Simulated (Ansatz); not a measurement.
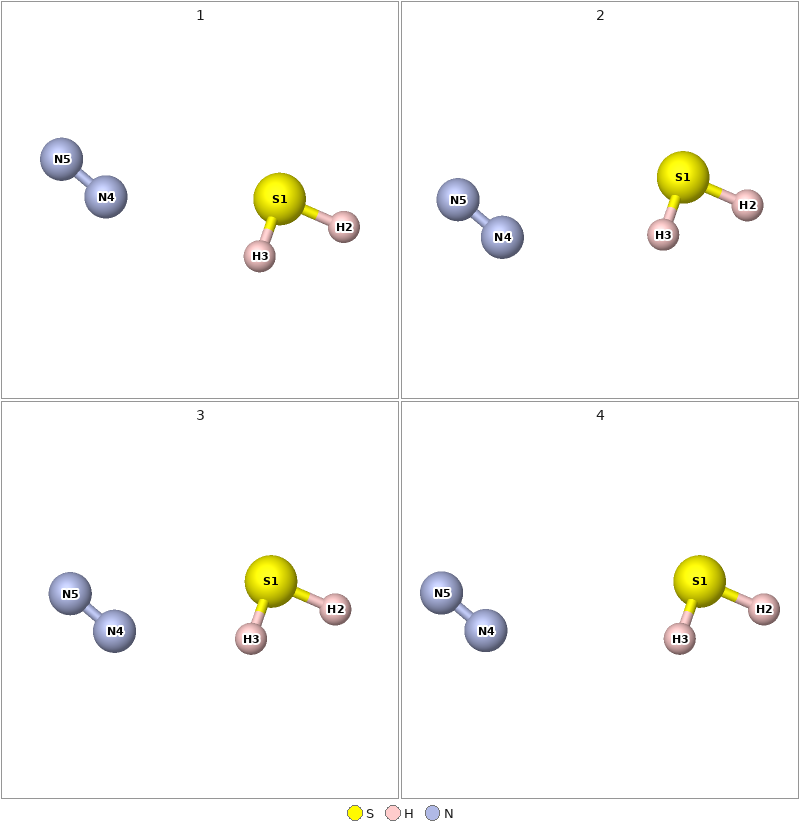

The pair H₂S···N₂. First axis: separation of S1 and N4 along their line in the relaxed pair. Second axis: sideways slip of N4, N5. Nothing is relaxed (both partners rigid). The grid has 15 × 15 points. Points are written as (first, second). Energies: cm⁻¹, counted from the two partners far apart, frozen as in the relaxed pair, each in its own basis (no counterpoise correction). Level of theory: RKS PBE0-D4/def2-TZVPD (Ansatz 0.2.0).

The numbered pictures are structures from this grid.

**Which is the most stable, and how do the others follow?**

1, at (3.556 Å, 0.000 Å): −271 cm⁻¹; 3, at (3.391 Å, −1.071 Å): −239 cm⁻¹; 2, at (3.926 Å, −1.286 Å): −193 cm⁻¹; 4, at (4.564 Å, −1.071 Å): −104 cm⁻¹.

The map, with the structures marked:

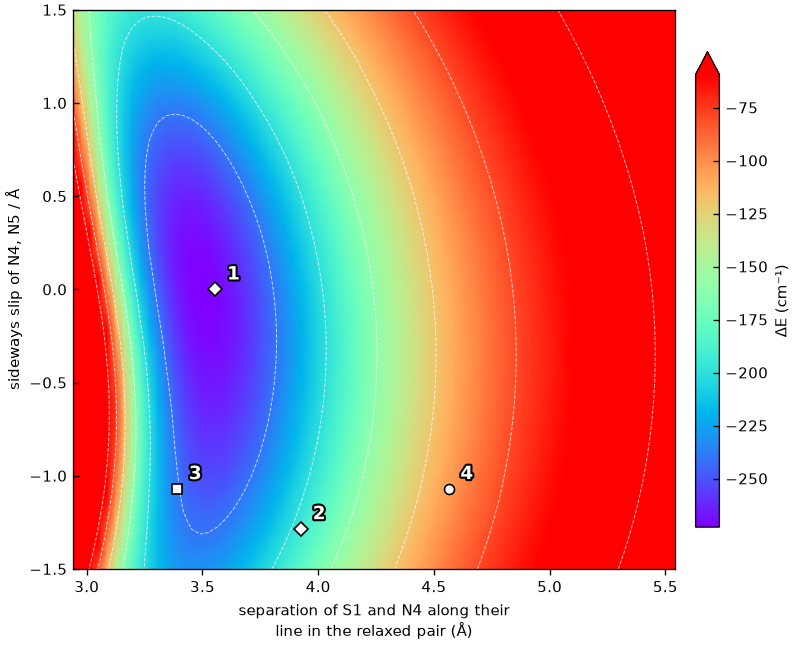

In the figure: a smooth colour map with a few white contour lines, one colour for all values above the top of the scale. Between grid points the surface is interpolated.
